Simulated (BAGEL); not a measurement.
# HF/def2-SVP (density fitting with qzvpp-jkfit) run of B2H6N2 (SMILES BNBN)

Aim: the vertical singlet–triplet gap of B2H6N2 at HF/def2-SVP (density fitting with qzvpp-jkfit), from 2 runs. 

Program for the calculation: BAGEL 1.2.2.

## 1. The system as given

The species is B2H6N2 (10 atoms), typed as a singlet with charge 0. SMILES: `BNBN`. The shape comes from GFN2-xTB, which is rough for such elements, and wasn't checked as a minimum.

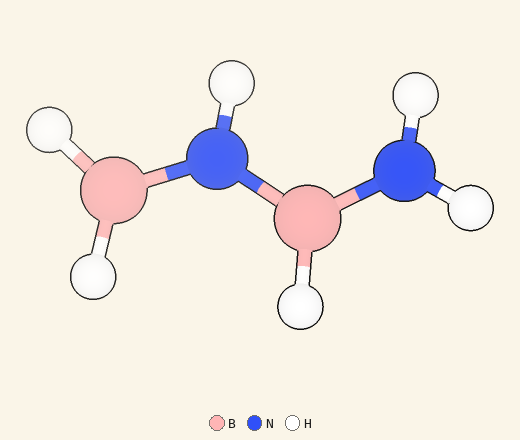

The structure, seen from a chosen angle (boron pink, nitrogen blue, hydrogen white).

## 2. A single-point energy at HF/def2-SVP (density fitting with qzvpp-jkfit)

calc.json

```json
{ "bagel" : [

{
  "title" : "molecule",
  "basis" : "svp",
  "df_basis" : "qzvpp-jkfit",
  "angstrom" : true,
  "geometry" : [
    { "atom" : "B", "xyz" : [       0.874920,       0.241900,      -1.671920 ] },
    { "atom" : "N", "xyz" : [       0.461410,       0.327170,      -0.342630 ] },
    { "atom" : "B", "xyz" : [      -0.551100,      -0.429930,       0.335990 ] },
    { "atom" : "N", "xyz" : [      -0.812530,      -0.173510,       1.679320 ] },
    { "atom" : "H", "xyz" : [       0.362140,      -0.536230,      -2.380010 ] },
    { "atom" : "H", "xyz" : [       1.727930,       0.950810,      -2.058700 ] },
    { "atom" : "H", "xyz" : [       0.928840,       1.014010,       0.235390 ] },
    { "atom" : "H", "xyz" : [      -1.154330,      -1.256040,      -0.228670 ] },
    { "atom" : "H", "xyz" : [      -0.328850,       0.525090,       2.218930 ] },
    { "atom" : "H", "xyz" : [      -1.508440,      -0.663270,       2.212290 ] }
  ]
},

{
  "title" : "hf"
},

{
  "title" : "print",
  "file" : "orbitals.molden",
  "orbitals" : true
}

]}
```

Started as:

```bash
BAGEL_NUM_THREADS=1 BAGEL calc.json > calc.out
```

Log:

```text
* using 1 threads per process

  ===============================================================
  ===============================================================

  *** Geometry ***

  { "atom" : "B", "xyz" : [      1.653359,      0.457125,     -3.159471 ] },
  { "atom" : "N", "xyz" : [      0.871939,      0.618262,     -0.647477 ] },
  { "atom" : "B", "xyz" : [     -1.041428,     -0.812450,      0.634929 ] },
  { "atom" : "N", "xyz" : [     -1.535459,     -0.327886,      3.173455 ] },
  { "atom" : "H", "xyz" : [      0.684345,     -1.013328,     -4.497567 ] },
  { "atom" : "H", "xyz" : [      3.265314,      1.796770,     -3.890379 ] },
  { "atom" : "H", "xyz" : [      1.755253,      1.916201,      0.444823 ] },
  { "atom" : "H", "xyz" : [     -2.181368,     -2.373572,     -0.432124 ] },
  { "atom" : "H", "xyz" : [     -0.621436,      0.992276,      4.193170 ] },
  { "atom" : "H", "xyz" : [     -2.850538,     -1.253399,      4.180622 ] },

  Number of auxiliary basis functions:      412

  Since a DF basis is specified, we compute 2- and 3-index integrals:
    o Being stored without compression. Storage requirement is 0.024 GB

  Number of basis functions:       86
  Number of electrons      :       30

    * METHOD: MOLECULE                             0.14

  *** RHF ***

  === Nuclear Repulsion ===
   101.7170026761

      * DIIS with orbital gradients will be used.

  === RHF iteration (svp) ===
      0       -161.52500425          0.02100692           0.03
      1       -161.69951447          0.01175363           0.03
      2       -161.75377107          0.00159789           0.03
      3       -161.75527232          0.00033122           0.03
      4       -161.75532095          0.00008997           0.03
      5       -161.75532449          0.00002351           0.03
      6       -161.75532479          0.00000606           0.03
      7       -161.75532482          0.00000087           0.03
      8       -161.75532482          0.00000032           0.03
      9       -161.75532482          0.00000012           0.03
     10       -161.75532482          0.00000003           0.03
     11       -161.75532482          0.00000001           0.03
    * SCF iteration converged.

    * Permanent dipole moment:
           (    0.089490,    -0.322477,    -1.067383) a.u.

    * METHOD: HF                                   0.45

    * METHOD: PRINT                                0.01

  ===============================================================
```

It took 0.74 s on 1 thread of Arm Neoverse V2, shared host; peak memory 0.1 GiB.

## 3. The triplet

hf.json

```json
{ "bagel" : [

{
  "title" : "molecule",
  "basis" : "svp",
  "df_basis" : "qzvpp-jkfit",
  "angstrom" : true,
  "geometry" : [
    { "atom" : "B", "xyz" : [    0.874920,    0.241900,   -1.671920 ] },
    { "atom" : "N", "xyz" : [    0.461410,    0.327170,   -0.342630 ] },
    { "atom" : "B", "xyz" : [   -0.551100,   -0.429930,    0.335990 ] },
    { "atom" : "N", "xyz" : [   -0.812530,   -0.173510,    1.679320 ] },
    { "atom" : "H", "xyz" : [    0.362140,   -0.536230,   -2.380010 ] },
    { "atom" : "H", "xyz" : [    1.727930,    0.950810,   -2.058700 ] },
    { "atom" : "H", "xyz" : [    0.928840,    1.014010,    0.235390 ] },
    { "atom" : "H", "xyz" : [   -1.154330,   -1.256040,   -0.228670 ] },
    { "atom" : "H", "xyz" : [   -0.328850,    0.525090,    2.218930 ] },
    { "atom" : "H", "xyz" : [   -1.508440,   -0.663270,    2.212290 ] }
  ]
},
{ "title" : "uhf", "nopen" : 2 },
{ "title" : "print", "file" : "orbitals.molden", "orbitals" : true }

]}
```

Started as:

```bash
BAGEL_NUM_THREADS=1 BAGEL hf.json > hf.out
```

Log:

```text
* using 1 threads per process

  ===============================================================
  ===============================================================

  *** Geometry ***

  { "atom" : "B", "xyz" : [      1.653359,      0.457125,     -3.159471 ] },
  { "atom" : "N", "xyz" : [      0.871939,      0.618262,     -0.647477 ] },
  { "atom" : "B", "xyz" : [     -1.041428,     -0.812450,      0.634929 ] },
  { "atom" : "N", "xyz" : [     -1.535459,     -0.327886,      3.173455 ] },
  { "atom" : "H", "xyz" : [      0.684345,     -1.013328,     -4.497567 ] },
  { "atom" : "H", "xyz" : [      3.265314,      1.796770,     -3.890379 ] },
  { "atom" : "H", "xyz" : [      1.755253,      1.916201,      0.444823 ] },
  { "atom" : "H", "xyz" : [     -2.181368,     -2.373572,     -0.432124 ] },
  { "atom" : "H", "xyz" : [     -0.621436,      0.992276,      4.193170 ] },
  { "atom" : "H", "xyz" : [     -2.850538,     -1.253399,      4.180622 ] },

  Number of auxiliary basis functions:      412

  Since a DF basis is specified, we compute 2- and 3-index integrals:
    o Being stored without compression. Storage requirement is 0.024 GB

  Number of basis functions:       86
  Number of electrons      :       30

    * METHOD: MOLECULE                             0.14

  *** Open-shell HF ***

  === Nuclear Repulsion ===
   101.7170026761

      * DIIS with orbital gradients will be used.

  === UHF iteration (svp) ===
      0       -161.23117360          0.04373140           0.06
      1       -161.43031025          0.02490405           0.06
      2       -161.47927270          0.01358879           0.06
      3       -161.50018182          0.00147266           0.06
      4       -161.50147788          0.00066934           0.06
      5       -161.50172534          0.00029482           0.06
      6       -161.50182868          0.00011023           0.06
      7       -161.50184196          0.00005955           0.06
      8       -161.50184629          0.00004842           0.06
      9       -161.50184996          0.00004449           0.06
     10       -161.50185396          0.00003960           0.06
     11       -161.50185768          0.00003328           0.06
     12       -161.50186152          0.00002435           0.06
     13       -161.50186472          0.00001440           0.06
     14       -161.50186578          0.00000705           0.06
     15       -161.50186603          0.00000382           0.06
     16       -161.50186608          0.00000216           0.06
     17       -161.50186608          0.00000119           0.06
     18       -161.50186608          0.00000095           0.06
     19       -161.50186609          0.00000083           0.06
     20       -161.50186609          0.00000064           0.06
     21       -161.50186609          0.00000037           0.06
     22       -161.50186609          0.00000021           0.06
     23       -161.50186609          0.00000008           0.06
     24       -161.50186609          0.00000002           0.06
     25       -161.50186609          0.00000001           0.06
     26       -161.50186609          0.00000001           0.06
    * SCF iteration converged.

    * S^2 (UHF) is 2.0192

    * Permanent dipole moment:
           (   -0.128220,    -0.324177,    -0.488190) a.u.

    * METHOD: UHF                                  1.71

    * METHOD: PRINT                                0.01

  ===============================================================
```

Run time: 2 s. Hardware: 1 thread of Arm Neoverse V2, shared host; peak memory 0.1 GiB.

## 4. Summary of results

At HF/def2-SVP (density fitting with qzvpp-jkfit):

```
                                        quantity          value
                           singlet: total energy  -161.75532 Eh
                          singlet: dipole moment         2.84 D
                            singlet: HOMO energy      -10.99 eV
                            singlet: LUMO energy        3.71 eV
                          singlet: HOMO–LUMO gap       14.69 eV
                           triplet: total energy  -161.50187 Eh
                          triplet: dipole moment         1.52 D
                                   triplet: ⟨S²⟩          2.019
vertical energy of the triplet above the singlet       6.897 eV
```

In words: At this shape the triplet lies 6.90 eV (665 kJ/mol) above the singlet.
